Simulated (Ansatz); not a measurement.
# How the geometry moves the gap of WS2 (Tungstenite)

Wanted: the change of the gap of WS2 (Tungstenite) on relaxing cell and ions.

Program: Ansatz 0.2.0. Level of theory: PBE, HSE06 and G0W0, plane waves, PAW. Results are calculated unless marked as measured.

The database entry behind the starting cell differs from later determinations by our own check (an axis about 1.4 % long against later determinations), so it need not match the best structure at ambient conditions.

**1. The structure**

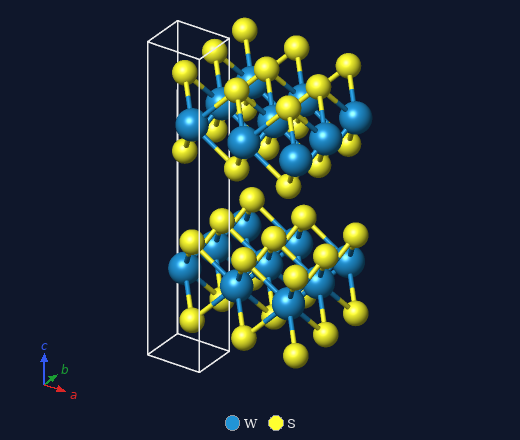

The starting structure, seen slightly off an axis (tungsten blue, sulfur yellow). 3×3×1 cells are drawn.

The cell and positions come from the Crystallography Open Database and are kept as given unless a step says otherwise. Spin-orbit coupling is left out unless a step names it. The default PAW set here is soft_2. Its files were made with PBE.

**2. PBE bands at the given cell**

The cheap functional maps the bands first; the places of the edges decide which points the dearer methods must see.

This step: DFT, PBE, plane waves, PAW.

File input.yaml:

```yaml
crystal:
  lattice:
    - [3.18, 0.0, 0.0]
    - [-1.59, 2.753960784, 0.0]
    - [0.0, 0.0, 12.5]
  atoms:
    - { symbol: W, position: [0.3333333333, 0.6666666667, 0.25] }
    - { symbol: W, position: [0.6666666667, 0.3333333333, 0.75] }
    - { symbol: S, position: [0.3333333333, 0.6666666667, 0.625] }
    - { symbol: S, position: [0.6666666667, 0.3333333333, 0.125] }
    - { symbol: S, position: [0.3333333333, 0.6666666667, 0.875] }
    - { symbol: S, position: [0.6666666667, 0.3333333333, 0.375] }
kpoints:
  mp_grid: { grid: [12, 12, 2] }
  band_path:
    path:
      - [[0.0, 0.0, 0.0], [0.5, 0.0, 0.0], [0.33333333, 0.33333333, 0.0], [0.0, 0.0, 0.0], [0.0, 0.0, 0.5], [0.5, 0.0, 0.5], [0.33333333, 0.33333333, 0.5], [0.0, 0.0, 0.5]]
      - [[0.5, 0.0, 0.5], [0.5, 0.0, 0.0]]
      - [[0.33333333, 0.33333333, 0.5], [0.33333333, 0.33333333, 0.0]]
    npoints: 10
hamiltonian:
  xc: pbe
scf:
  occupations: { method: fermi_dirac, width: 0.02 }
  n_extra_bands: 6
output:
  eigenvalues: true
  write_density: true
  write_potential: true
  elf: true
  volumetric_format: npy
```

Command:

```sh
> ansatz run input.yaml --threads 3 --pin off --max-ram 64512MiB --backend cuda --events-out ev --progress --plain --runs-dir out --devices 1 --max-vram 24GiB  # rebuilt from the run's record
```

Numbers of over 12 decimals in the logs are rounded to 6 here.

Log:

```text
scf.n_extra_bands = 6 over 26 filled bands (N_el = 52.0): the run solves 32 bands
GPUs: using 1 of 1 available (devices: 1).
Engine: ansatz 0.2.0, x86_64-unknown-linux-gnu
Pseudopotentials: kind: paw
Pseudopotential: W, paw, valence charge 14, recommended cutoff 420 eV (normal), W.paw.azcp
Pseudopotential: S, paw, valence charge 6, recommended cutoff 420 eV (normal), S.paw.azcp
Functional definition: PBE
  parameter kappa = 0.804
  parameter beta = 0.066725
  exchange = pbe_x(kappa = kappa, mu = beta*pi^2/3)
  correlation = pbe_c(beta = beta)
device memory: the entry about to start is reckoned to put 2.8 GiB on a device that reports 70.0 GiB free (of which the cap on the GPU budget leaves the run 24.0 GiB)
GPU FFT provider: cuFFT
GPU libraries: cuBLAS 13.8.2, cuFFT 12.4.0, cuSOLVER 12.3.4
Crystal: 6 atoms, lattice volume = 109.470 Å³
Basis set: ecut = 420 eV, 2129 PW (Γ)
Bands: 32, of which v1, the nominal top of the filled ones, is band 26 counted from 1 (25 counted from 0)
Symmetry: 24 space group operations
Space group: P63/mmc (ITA 194), of the structure as read, at distance tolerance 4.8e-5 Å
k-points: 38 of 288
Non-local potential: W, projectors of the file, l = 0: 3, l = 1: 2, l = 2: 2, l = 3: 1
Non-local potential: S, projectors of the file, l = 0: 2, l = 1: 2, l = 2: 2
PAW form: soft (Blöchl's): semilocal exchange-correlation on the pseudo side does not see the compensation charge
PAW one-centre angular grid: W, 590 points (default); XC on 64 Gauss nodes
PAW one-centre angular grid: S, 110 points (default); XC on 64 Gauss nodes
Initial density: superposition of atomic densities (neutral atoms: chi_scale 0, normalization atom), corrected by the library's trained network
Initial wavefunctions: pseudopotential atomic-orbital guess
GPU buffer pool allocated for 51840 grid points (all kernels)
GPU transforms: local potential and band sums: pruned to the plane-wave sphere, on 24×24×90
Functional: x = pbe(κ = 0.804, μ = 0.219515), c = pbe(β = 0.066725)
SCF iter   1: F=—  HF=-24382.790702 eV  |F-HF|=—  |Δ(HF+E_count)|=         —  Δρ=5.08e-3  dr2=1.58e-2  ethr=1.77e-3  ⟨swp⟩=6.8  Hψ=5856  notcnv=0
preconditioner: auto → Resta (q_TF=auto, 2.410 Å⁻¹)  ε∞=7.5  [insulator: Δε(μ)=1.041 eV  Ē_g=8.375 eV  σ=0.020 eV  W_gap=1.00  n_scr=26 (ndim 8)  ℏωp=21.3 eV  f_vac=0.025  D(μ)=0.00/eV (n_scr^D=0)  ε∞_Penn≈7.5]
SCF iter   2: F=—  HF=-24382.795254 eV  |F-HF|=—  |Δ(HF+E_count)|=   4.55e-3  Δρ=2.71e-3  dr2=2.08e-3  ethr=3.05e-5  ⟨swp⟩=2.7  Hψ=2147  notcnv=0  defer=19
SCF iter   3: F=—  HF=-24382.799053 eV  |F-HF|=—  |Δ(HF+E_count)|=   3.80e-3  Δρ=1.18e-3  dr2=4.41e-4  ethr=3.99e-6  ⟨swp⟩=2.1  Hψ=1904  notcnv=0  defer=19
SCF iter   4: F=—  HF=-24382.800012 eV  |F-HF|=—  |Δ(HF+E_count)|=   9.59e-4  Δρ=6.46e-5  dr2=5.57e-6  ethr=8.48e-7  ⟨swp⟩=2.0  Hψ=1957  notcnv=0  defer=19
SCF iter   5: F=—  HF=-24382.800076 eV  |F-HF|=—  |Δ(HF+E_count)|=   6.39e-5  Δρ=1.40e-5  dr2=2.47e-7  ethr=1.07e-8  ⟨swp⟩=2.0  Hψ=1981  notcnv=0  defer=19
SCF iter   6: F=-24382.800076 eV  HF=-24382.800076 eV  |F-HF|=1.32e-8  |Δ(HF+E_count)|=   4.35e-8  Δρ=4.97e-6  dr2=3.39e-8  ethr=1.92e-10  ⟨swp⟩=5.0  Hψ=3387  notcnv=0
SCF 1 converged in 6 iterations: F = -24382.800076 eV  dr2 = 3.39e-8
[...]
device memory: the entry about to start is reckoned to put 4.1 GiB on a device that reports 70.0 GiB free (of which the cap on the GPU budget leaves the run 24.0 GiB)
NSCF: frozen V_eff on 93 k-points, pencils in batches of 32, up to order 144
SCF converged after 6 iterations
Free energy (F): -24382.800076 eV
Harris-Foulkes:  -24382.800076 eV  (|F-HF|=1.32e-8)
Internal energy: -24382.800076 eV  (E = F + TS)
E sigma→0 (E₀):  -24382.800076 eV
Fermi energy:    11.770596 eV
--- Per-component energies (eV) ---
  E_band       = -396.018224
  E_kinetic    = 1332.608857
  E_local      = -3640.450374  (includes V_loc(G=0)·N_el)
  E_nonlocal   = 114.706317
  E_hartree    = 1448.734833
  E_xc         = -924.382891
  E_vxc        = -830.174297  (∫ρ·V_xc dr)
  E_paw        = -19526.253582  (= ΣΔE_a)
  E_vpaw       = -270.179726  (= ΣTr[D̂ρ^β])
  E_aug_tail   = -0.000119  (compensation charges beyond the density's cutoff)
  E_ewald      = -3187.763116
  E_smearing   = -0.000000  (= −TS)
  E_closure    = 0.000000  (closes the sum)
  Σ components = -24382.800076   (vs F -24382.800076, Δ=0.00e0)
--- Band table (eV; the first three rows and the last of 38) ---
  k-point 0: bands = [... 22 lower, 8.9992, 9.6946, 10.1737, 11.2656, 13.5107, 13.5107, 13.5185, 13.5185, ... 2 higher]
  k-point 1: bands = [... 22 lower, 8.9779, 8.9779, 10.9618, 10.9618, 13.5075, 13.5075, 13.5075, 13.5075, ... 2 higher]
  k-point 2: bands = [... 22 lower, 9.0316, 9.8655, 10.1766, 11.0492, 13.4090, 13.4104, 13.4680, 13.4953, ... 2 higher]
  k-point 37: bands = [... 22 lower, 8.2313, 8.2313, 10.6058, 10.6058, 12.4366, 12.4366, 13.9181, 13.9181, ... 2 higher]
```

It took 4.5 s on 1 × NVIDIA H100 80GB HBM3 (shared by 3 runs) with 3 threads of AMD EPYC 7R13 (Zen 3), shared host; peak memory 0.99 GiB.

This step gave:

```
filled bands         : 26
gap                  : 1.046 eV
valence top at       : Γ
conduction bottom at : k = (0.167, 0.167, 0.000)
least direct gap     : 1.739 eV
```

The gap is indirect, with the least direct gap 0.69 eV higher.

**3. The relaxed cell**

Cell and ions were relaxed with PBE-D3(BJ); that run is not shown. It left this cell:

It takes space group P6_3/mmc (No. 194, hexagonal). The conventional cell has a = 3.154 Å, b = 3.154 Å, c = 12.145 Å, α = 90.00°, β = 90.00°, γ = 120.00°. Nearest to W lie 6 S at 2.41 Å. Nearest to S lie 3 W at 2.41 Å. Farther neighbours and most contacts between anions are not listed.

**4. PBE at the relaxed cell**

The cell differs from the one that the last finished run ended in (a 3.180 → 3.154 Å, b 3.180 → 3.154 Å, c 12.500 → 12.145 Å).

input.yaml, the sections that differ from step 2:

```yaml
crystal:
  lattice:
    - [3.1537707027, 0.0, 0.0]
    - [-1.5768853514, 2.7312455463, 0.0]
    - [0.0, 0.0, 12.1446516348]
  atoms:
    - { symbol: W, position: [0.3333333333, 0.6666666667, 0.25] }
    - { symbol: W, position: [0.6666666667, 0.3333333333, 0.75] }
    - { symbol: S, position: [0.3333333333, 0.6666666667, 0.6203178363] }
    - { symbol: S, position: [0.6666666667, 0.3333333333, 0.1203178363] }
    - { symbol: S, position: [0.3333333333, 0.6666666667, 0.8796821637] }
    - { symbol: S, position: [0.6666666667, 0.3333333333, 0.3796821637] }
# kpoints, hamiltonian, scf, output: as in step 2
```

Log:

```text
[...]
GPUs: using 1 of 1 available (devices: 1).
[...]
GPU FFT provider: cuFFT
GPU libraries: cuBLAS 13.8.2, cuFFT 12.4.0, cuSOLVER 12.3.4
Crystal: 6 atoms, lattice volume = 104.611 Å³
Basis set: ecut = 420 eV, 2033 PW (Γ)
Bands: 32, of which v1, the nominal top of the filled ones, is band 26 counted from 1 (25 counted from 0)
Symmetry: 24 space group operations
[...]
k-points: 38 of 288
[...]
--- Band table (eV; the first three rows and the last of 38) ---
  k-point 0: bands = [... 22 lower, 9.8485, 10.6452, 10.7693, 12.0669, 14.3186, 14.3186, 14.3316, 14.3316, ... 2 higher]
  k-point 1: bands = [... 22 lower, 9.8144, 9.8144, 11.7575, 11.7575, 14.3052, 14.3052, 14.3052, 14.3052, ... 2 higher]
  k-point 2: bands = [... 22 lower, 9.8437, 10.7715, 10.7869, 11.8195, 14.1980, 14.2196, 14.2218, 14.2862, ... 2 higher]
  k-point 37: bands = [... 22 lower, 8.8953, 8.8953, 11.3598, 11.3598, 13.3291, 13.3291, 14.5672, 14.5672, ... 2 higher]
[key lines of the parts left out:]
SCF converged after 7 iterations
Free energy (F): -24382.708922 eV
Fermi energy:    12.494546 eV
```

Wall time 4.8 s (1 × NVIDIA H100 80GB HBM3 (shared by 3 runs) with 3 threads); peak memory 0.99 GiB.

This step gave:

| Quantity | Value |
| --- | --- |
| gap | 0.8912 eV |
| valence top at | Γ |
| conduction bottom at | k = (0.167, 0.167, 0.000) |
| least direct gap | 1.832 eV |

The gap is indirect, with the least direct gap 0.94 eV higher.

**5. HSE06 at the relaxed cell**

The screened hybrid is the usual rung above semilocal functionals: a quarter of exact exchange, cut off beyond a few ångström.

This step: DFT, HSE06, plane waves, PAW.

input.yaml, the sections that differ from step 4:

```yaml
kpoints:
  mp_grid: { grid: [6, 6, 2] }
  band_path:
    path:
      - [0.0, 0.0, 0.0]
      - [0.5, 0.0, 0.0]
      - [0.33333333, 0.33333333, 0.0]
      - [0.0, 0.0, 0.5]
      - [0.5, 0.0, 0.5]
      - [0.33333333, 0.33333333, 0.5]
      - [0.1666666667, 0.1666666667, 0.0]
    npoints: 1
hamiltonian:
  xc: hse06
scf:
  occupations: { method: fixed }
  n_extra_bands: 6
# crystal, output: as in step 4
```

Log:

```text
[...]
GPUs: using 1 of 1 available (devices: 1).
[...]
davidson cushion auto → on  (no smearing: the cushion is to keep the highest requested band from converging to the state above it; pin scf.eigensolver.cushion to override)
[...]
GPU FFT provider: cuFFT
GPU libraries: cuBLAS 13.8.2, cuFFT 12.4.0, cuSOLVER 12.3.4
Crystal: 6 atoms, lattice volume = 104.611 Å³
Basis set: ecut = 420 eV, 2033 PW (Γ)
[...]
Fermi energy:    11.748588 eV
[...]
--- Band table (eV; the first three rows and the last of 14) ---
  k-point 0: bands = [... 22 lower, 9.2733, 10.0299, 10.3300, 11.7486, 14.6572, 14.6572, 14.6901, 14.6901, ... 2 higher]
  k-point 1: bands = [... 22 lower, 9.2341, 9.2341, 11.3861, 11.3861, 14.6664, 14.6664, 14.6664, 14.6664, ... 2 higher]
  k-point 2: bands = [... 22 lower, 9.0350, 9.9984, 10.2791, 10.7574, 13.8496, 14.2629, 14.5508, 14.5822, ... 2 higher]
  k-point 13: bands = [... 22 lower, 8.1015, 8.1015, 11.0014, 11.0014, 13.4731, 13.4731, 14.9682, 14.9682, ... 2 higher]
[key lines of the parts left out:]
Free energy (F): -24386.806332 eV
```

Run time: 20 s. Hardware: 1 × NVIDIA H100 80GB HBM3 (shared by 3 runs) with 3 threads; peak memory 1.4 GiB; 25 s of CPU time.

This step gave:

- gap: 1.405 eV
- valence top at: Γ
- conduction bottom at: k = (0.167, 0.167, 0.000)
- least direct gap: 2.327 eV

The gap stands +0.51 eV against PBE.

**6. G0W0 at the relaxed cell**

G0W0 replaces the xc potential by the self-energy, built once from these orbitals. Only a window of levels is corrected, while the sums run over the empty bands that the input names.

This step: G0W0 on PBE, plane waves, PAW.

File input.yaml:

```yaml
crystal:
  lattice:
    - [3.1537707027, 0.0, 0.0]
    - [-1.5768853514, 2.7312455463, 0.0]
    - [0.0, 0.0, 12.1446516348]
  atoms:
    - { symbol: W, position: [0.3333333333, 0.6666666667, 0.25] }
    - { symbol: W, position: [0.6666666667, 0.3333333333, 0.75] }
    - { symbol: S, position: [0.3333333333, 0.6666666667, 0.6203178363] }
    - { symbol: S, position: [0.6666666667, 0.3333333333, 0.1203178363] }
    - { symbol: S, position: [0.3333333333, 0.6666666667, 0.8796821637] }
    - { symbol: S, position: [0.6666666667, 0.3333333333, 0.3796821637] }
kpoints:
  mp_grid: { grid: [6, 6, 2] }
hamiltonian:
  xc: pbe
scf:
  occupations: { method: fixed }
gw:
  n_empty_bands: 385
  ecut_chi: 138
  qp_bands: [v2, c2]
  qp_kpoints: band_edges
  screening: { model: contour_deformation }
```

Log:

```text
GPUs: using 1 of 1 available (devices: 1).
[...]
GPU FFT provider: cuFFT
GPU libraries: cuBLAS 13.8.2, cuFFT 12.4.0, cuSOLVER 12.3.4
Crystal: 6 atoms, lattice volume = 104.611 Å³
Basis set: ecut = 420 eV, 2033 PW (Γ)
Bands: 32, of which v1, the nominal top of the filled ones, is band 26 counted from 1 (25 counted from 0)
Symmetry: 24 space group operations
[...]
k-points: 14 of 72
[...]
1    28     14.3054   -13.7493    -4.2993   -18.3472  0.7569    14.6055    14.6041  root
[...]
13    25     11.3616   -18.8244     0.5271   -18.0533  0.7598    11.1171    11.1177  root
    13    26     11.3616   -18.8244     0.5271   -18.0533  0.7598    11.1171    11.1177  root
    13    27     13.3293   -15.7558    -3.9401   -19.9348  0.7575    13.5690    13.5683  root
    13    28     13.3293   -15.7558    -3.9401   -19.9348  0.7575    13.5690    13.5683  root
[key lines of the parts left out:]
SCF converged after 6 iterations
Free energy (F): -24382.705714 eV
Fermi energy:    12.066397 eV
```

The job ended after 16 s (1 × NVIDIA H100 80GB HBM3 (shared by 3 runs) with 3 threads; peak memory 1.6 GiB; 25 s of CPU time).

Numbers from this step:

```
bands summed                                 : 411
RPA ε∞ on this mesh (eigenvalues)            : 6.393, 14.20, 14.20
plane waves in the screening matrix          : 341
G0W0 gap on the mesh                         : 1.266 eV
k of the valence top                         : 0, 0, 0
k of the conduction bottom                   : 0.1667, 0.1667, 0
starting gap on the mesh                     : 0.8925 eV
least direct G0W0 gap on the computed points : 2.298 eV
```

The gap on the mesh goes from 0.89 eV to 1.27 eV, a correction of +0.37 eV. Between the two edge states, bare exchange in place of the xc potential would open the gap by 4.58 eV, and correlation takes back 4.21 eV.

**7. G0W0 at the given cell**

File input.yaml:

```yaml
crystal:
  lattice:
    - [3.18, 0.0, 0.0]
    - [-1.59, 2.753960784, 0.0]
    - [0.0, 0.0, 12.5]
  atoms:
    - { symbol: W, position: [0.3333333333, 0.6666666667, 0.25] }
    - { symbol: W, position: [0.6666666667, 0.3333333333, 0.75] }
    - { symbol: S, position: [0.3333333333, 0.6666666667, 0.625] }
    - { symbol: S, position: [0.6666666667, 0.3333333333, 0.125] }
    - { symbol: S, position: [0.3333333333, 0.6666666667, 0.875] }
    - { symbol: S, position: [0.6666666667, 0.3333333333, 0.375] }
kpoints:
  mp_grid: { grid: [6, 6, 2] }
hamiltonian:
  xc: pbe
scf:
  occupations: { method: fixed }
gw:
  n_empty_bands: 402
  ecut_chi: 138
  qp_bands: [v2, c2]
  qp_kpoints: band_edges
  screening: { model: contour_deformation }
```

Log:

```text
GPUs: using 1 of 1 available (devices: 1).
[...]
GPU FFT provider: cuFFT
GPU libraries: cuBLAS 13.8.2, cuFFT 12.4.0, cuSOLVER 12.3.4
Crystal: 6 atoms, lattice volume = 109.470 Å³
Basis set: ecut = 420 eV, 2129 PW (Γ)
Bands: 32, of which v1, the nominal top of the filled ones, is band 26 counted from 1 (25 counted from 0)
Symmetry: 24 space group operations
[...]
k-points: 14 of 72
[...]
1    28     13.5077   -13.6700    -4.3118   -18.2965  0.7547    13.8240    13.8223  root
[...]
13    25     10.6075   -18.8759     0.4915   -18.1348  0.7562    10.3573    10.3580  root
    13    26     10.6075   -18.8759     0.4915   -18.1348  0.7562    10.3573    10.3580  root
    13    27     12.4366   -15.7105    -3.8789   -19.8326  0.7542    12.6807    12.6798  root
    13    28     12.4366   -15.7105    -3.8789   -19.8326  0.7542    12.6807    12.6798  root
[key lines of the parts left out:]
SCF converged after 6 iterations
Free energy (F): -24382.796141 eV
Fermi energy:    11.265030 eV
```

Wall time 15 s (1 × NVIDIA H100 80GB HBM3 (shared by 3 runs) with 3 threads); peak memory 1.7 GiB; 25 s of CPU time.

Numbers from this step:

| Item | Value |
| --- | --- |
| bands summed | 428 |
| RPA ε∞ on this mesh (eigenvalues) | 5.409, 14.00, 14.00 |
| plane waves in the screening matrix | 365 |
| G0W0 gap on the mesh | 1.437 eV |
| k of the valence top | 0, 0, 0 |
| k of the conduction bottom | 0.1667, 0.1667, 0 |
| starting gap on the mesh | 1.047 eV |
| least direct G0W0 gap on the computed points | 2.218 eV |

The gap on the mesh goes from 1.05 eV to 1.44 eV, a correction of +0.39 eV. Between the two edge states, bare exchange in place of the xc potential would open the gap by 4.64 eV, and correlation takes back 4.25 eV.

**8. Together**

G0W0 rows are gaps on the mesh, lowered by the amount that the mesh misses the start's edges, a rough step that assumes the same correction there.

| level | given cell (eV) | relaxed cell (eV) | change (eV) |
| --- | --- | --- | --- |
| PBE | 1.05 | 0.89 | −0.15 |
| HSE06 | - | 1.41 | - |
| G0W0@PBE | 1.44 | 1.27 | −0.17 |

**9. Results**

```json
{"volume change": "−4.4 %", "PBE, given cell": "1.05 eV", "PBE, relaxed cell": "0.89 eV", "HSE06, relaxed cell": "1.41 eV", "G0W0@PBE, relaxed cell": "1.27 eV", "G0W0@PBE, given cell": "1.44 eV", "known limits": "not at the basis limit; no spin-orbit coupling"}
```

In words: Relaxation changes the volume by −4.4 % and the gap by −0.15 eV (PBE) and −0.17 eV (G0W0@PBE). Bands and cutoff are finite, so the gap is not at the basis limit. The miss can reach some tenths of an eV and take either sign; the mesh is an error of its own. The many-body steps are scalar-relativistic: spin-orbit coupling is not in them.

[Paths, hosts, dates, memory and timing lines, banners, echoed tables and standing remarks are left out of the program output.]

[Logs are printed without paths, hosts, clocks, repeated set-up lines and the standing remarks that a program may print on its own settings, such as how far it seeks lower states.]

[Runs of the session that timed out or met a known fault of the program may be left out.]

[Cells called generated may have been cut or substituted from an entry of the Crystallography Open Database or the Materials Project.]

[Hosts, paths, dates, database ids (printed as entryN), source tags and the programs' standing remarks are cut or masked in the printed files.]
